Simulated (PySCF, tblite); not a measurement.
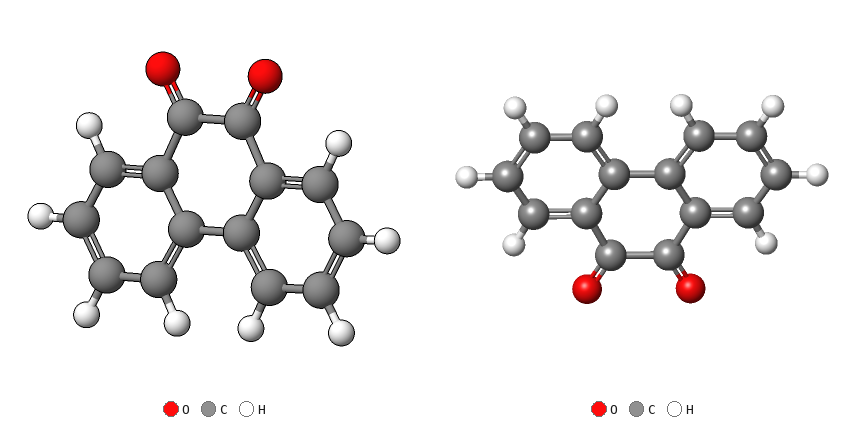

The same structure drawn twice, from different directions.

The computed structure is the end point of a GFN2-xTB optimisation. No frequency run is at hand to confirm it as a minimum.

Count the atoms of each element.

Answer. C₁₄H₈O₂, 24 atoms: 14 carbon, 8 hydrogen and 2 oxygen.

How many bonds of each kind are drawn?

Answer. 16 C–C, 8 C–H, 2 C–O.

More results for the same structure follow; atom numbers are the same in all pictures, views and colours differ.

**Symmetry**

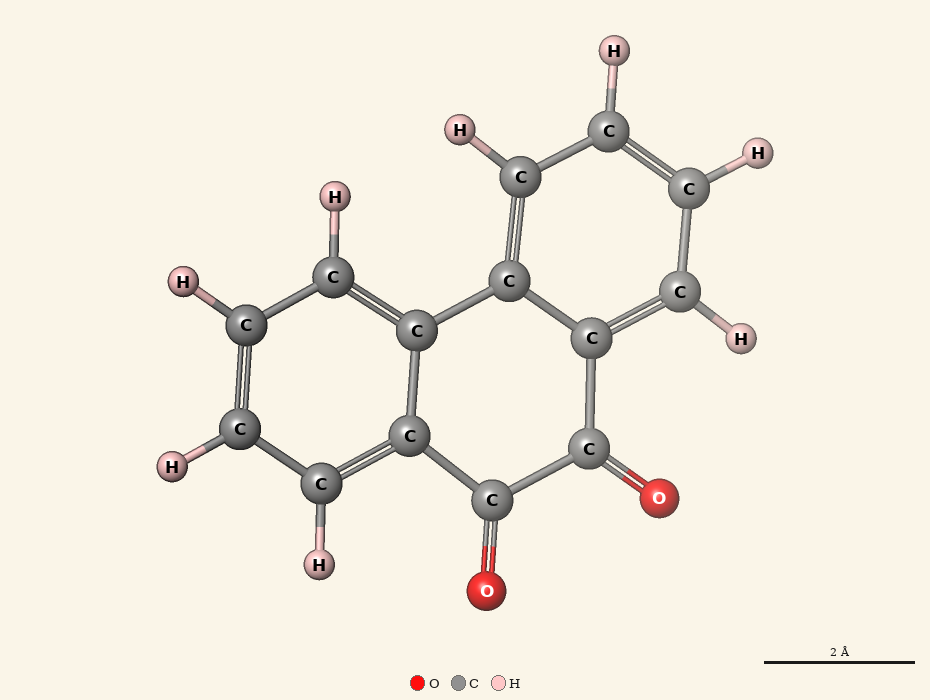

Depth is shown by fading: the farther an atom, the more it takes the colour of the background. No frequency run is at hand to confirm it as a minimum. Masses are those of the most abundant isotopes; constants are for the rigid equilibrium geometry.

What kind of rotor is it, and what are its rotational constants in MHz?

Answer. An asymmetric top (C2v): A = 871, B = 520, C = 326 MHz. Ray's parameter κ is −0.29, nearer the prolate limit.

**Electronic properties**

No frequency run is at hand to confirm it as a minimum. Properties computed with CAM-B3LYP/def2-SVP, gas phase (PySCF 2.14.0). Excitations: vertical, Tamm–Dancoff approximation.

What does the calculation give?

- dipole moment: 5.78 D
- HOMO energy (Kohn–Sham orbital): −8.14 eV
- LUMO energy (Kohn–Sham orbital): −1.97 eV
- HOMO–LUMO gap: 6.17 eV
- mean static polarisability: 146.7 bohr³
- lowest vertical singlet excitation: 2.57 eV
- its oscillator strength: 0.000
- brightest of the 6 lowest singlets: 5.56 eV
- its oscillator strength: 0.23

**Charges**

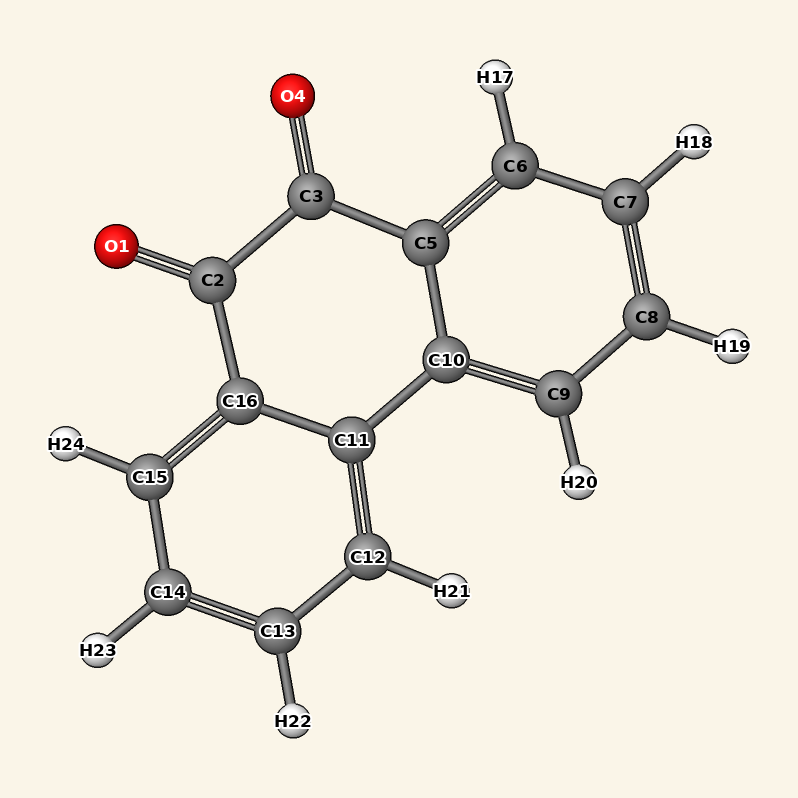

The questions are on Hirshfeld charges. No frequency run is at hand to confirm it as a minimum. Method: CAM-B3LYP/def2-SVP, gas phase (PySCF 2.14.0).

Which atom carries the highest charge (most positive or least negative)?

Answer. C2, C3 (0.15 e).

And the lowest?

Answer. O1, O4 (−0.20 e).

List the Hirshfeld charges.

```
atom  value (e)
  O1      −0.20
  C2       0.15
  C3       0.15
  O4      −0.20
  C5      −0.02
  C6      −0.03
  C7      −0.04
  C8      −0.03
  C9      −0.04
 C10       0.01
 C11       0.01
 C12      −0.04
 C13      −0.03
 C14      −0.04
 C15      −0.03
 C16      −0.02
 H17       0.05
 H18       0.05
 H19       0.05
 H20       0.05
 H21       0.05
 H22       0.05
 H23       0.05
 H24       0.05
```

**Bond orders**

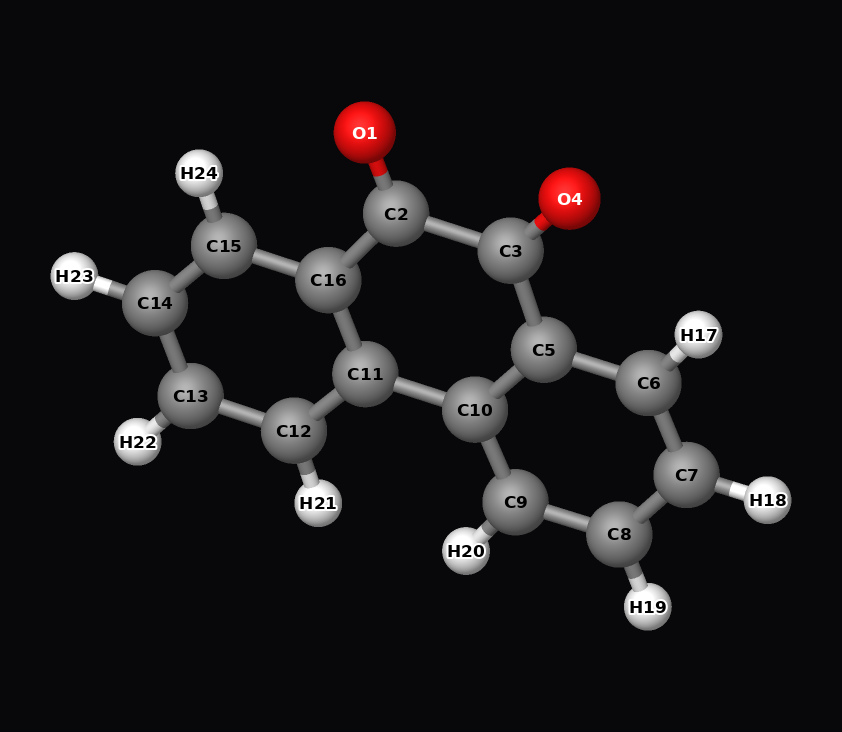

Every bond is drawn as one stick. No frequency run is at hand to confirm it as a minimum. Method: CAM-B3LYP/def2-SVP (PySCF 2.14.0).

Which bond has the lowest Mayer bond order?

Answer. C2–C3, 0.84, at 1.530 Å.

List the Mayer bond orders of C2–C3, O1–C2, C2–C16, C10–C11, C9–C10, C5–C10, C8–C9, C9–H20, C7–C8, C8–H19, C6–C7, C7–H18, C5–C6, C6–H17 (one bond of each equivalent set).

```csv
bond,Mayer order,length (Å)
C2–C3,0.84,1.530
O1–C2,2.26,1.211
C2–C16,0.94,1.472
C10–C11,0.99,1.465
C9–C10,1.38,1.396
C5–C10,1.33,1.407
C8–C9,1.40,1.383
C9–H20,0.99,1.078
C7–C8,1.36,1.386
C8–H19,0.99,1.080
C6–C7,1.36,1.379
C7–H18,0.99,1.079
C5–C6,1.41,1.395
C6–H17,0.99,1.080
```

**NMR shielding**

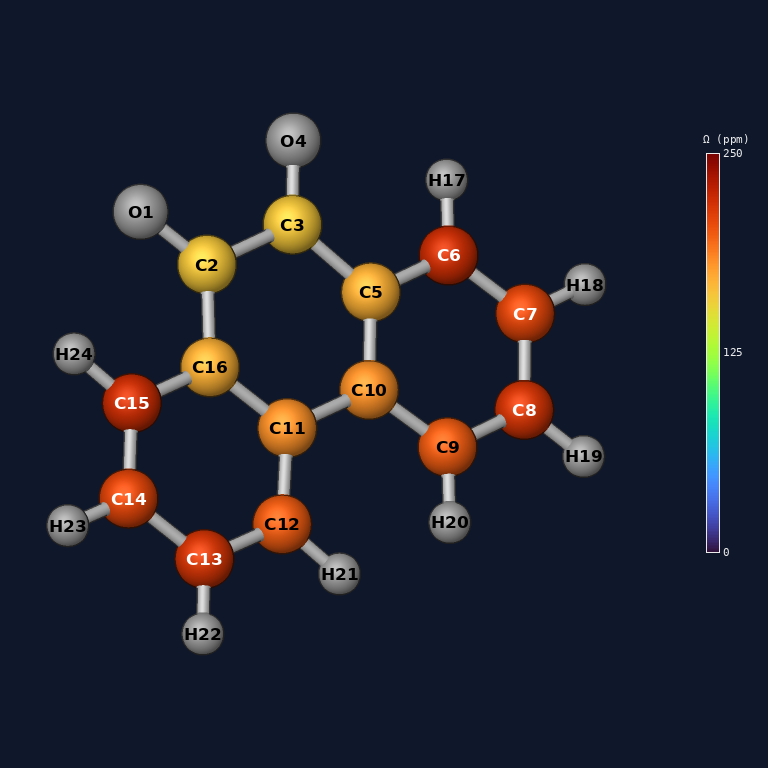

The C atoms are coloured by the span of their shielding tensor. No frequency run is at hand to confirm it as a minimum. Method: GIAO KT3/pcSseg-1 NMR shielding, non-relativistic, gas phase (PySCF 2.14.0). Principal shieldings σ11 ≤ σ22 ≤ σ33, span Ω = σ33 − σ11, skew κ = 3(σiso − σ22)/Ω.

Give the shielding tensors of the C atoms.

```json
{"atom": "C2, C3", "σ11": "−66.3", "σ22": "19.6", "σ33": "94.8", "σiso": "16.0", "Ω": "161.1", "κ": "−0.07"}
{"atom": "C5, C16", "σ11": "−13.1", "σ22": "37.5", "σ33": "157.2", "σiso": "60.5", "Ω": "170.3", "κ": "0.41"}
{"atom": "C6, C15", "σ11": "−38.2", "σ22": "30.6", "σ33": "180.8", "σiso": "57.8", "Ω": "219.0", "κ": "0.37"}
{"atom": "C7, C14", "σ11": "−37.0", "σ22": "49.9", "σ33": "170.5", "σiso": "61.1", "Ω": "207.5", "κ": "0.16"}
{"atom": "C8, C13", "σ11": "−45.7", "σ22": "45.0", "σ33": "169.5", "σiso": "56.3", "Ω": "215.2", "κ": "0.16"}
{"atom": "C9, C12", "σ11": "−23.8", "σ22": "53.9", "σ33": "175.4", "σiso": "68.5", "Ω": "199.2", "κ": "0.22"}
{"atom": "C10, C11", "σ11": "−16.1", "σ22": "21.0", "σ33": "165.5", "σiso": "56.8", "Ω": "181.5", "κ": "0.59"}
```

Shieldings and span in ppm.
